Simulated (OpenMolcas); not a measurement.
## GeSiH4F (SMILES F[SiH][GeH3]): the vertical electron affinity, rung by rung

GeSiH4F has 7 atoms, charge 0, and is taken as a doublet. SMILES: `F[SiH][GeH3]`. The coordinates come from a PBE0-D4/def2-TZVP relaxation.

Quantity: the vertical electron affinity (to the singlet anion), in eV. The values are calculated.

The electron affinity is E(neutral) − E(anion): positive where the electron is bound.

```json
{"level": "UHF/def2-SVPD", "kind": "Hartree–Fock", "program": "OpenMolcas", "value (eV)": "-0.03", "CPU time (all runs)": "51 s"}
{"level": "USVWN5/def2-SVPD", "kind": "LDA", "program": "OpenMolcas", "value (eV)": "1.26", "CPU time (all runs)": "1.7 min"}
{"level": "U-revPBE/def2-SVPD", "kind": "GGA", "program": "OpenMolcas", "value (eV)": "0.97", "CPU time (all runs)": "2.6 min"}
{"level": "UBLYP/def2-SVPD", "kind": "GGA", "program": "OpenMolcas", "value (eV)": "0.98", "CPU time (all runs)": "2.6 min"}
{"level": "U-r2SCAN/def2-SVPD", "kind": "meta-GGA", "program": "OpenMolcas", "value (eV)": "0.95", "CPU time (all runs)": "3.2 min"}
{"level": "UM06-L/def2-SVPD", "kind": "meta-GGA", "program": "OpenMolcas", "value (eV)": "0.97", "CPU time (all runs)": "3.1 min"}
{"level": "UBHLYP/def2-SVPD", "kind": "global hybrid", "program": "OpenMolcas", "value (eV)": "0.93", "CPU time (all runs)": "2.3 min"}
{"level": "UM06-2X/def2-SVPD", "kind": "hybrid meta-GGA", "program": "OpenMolcas", "value (eV)": "1.05", "CPU time (all runs)": "3.1 min"}
```

All-electron rows without a relativistic Hamiltonian named are non-relativistic. Where it was recorded, the anion's HOMO is positive in USVWN5/def2-SVPD, U-revPBE/def2-SVPD, UBLYP/def2-SVPD, U-r2SCAN/def2-SVPD, UM06-L/def2-SVPD, UBHLYP/def2-SVPD: a fault of the level (basis or self-interaction), which says nothing on whether the real anion is bound. The values span -0.03 to 1.26 eV. CPU times are rough (shared hosts, several kinds of processor and program).

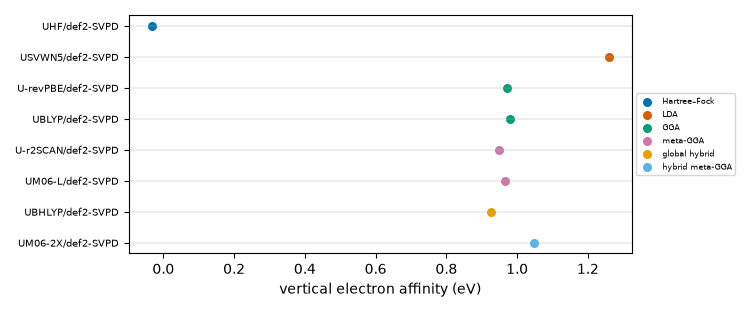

The values of the table, level by level.
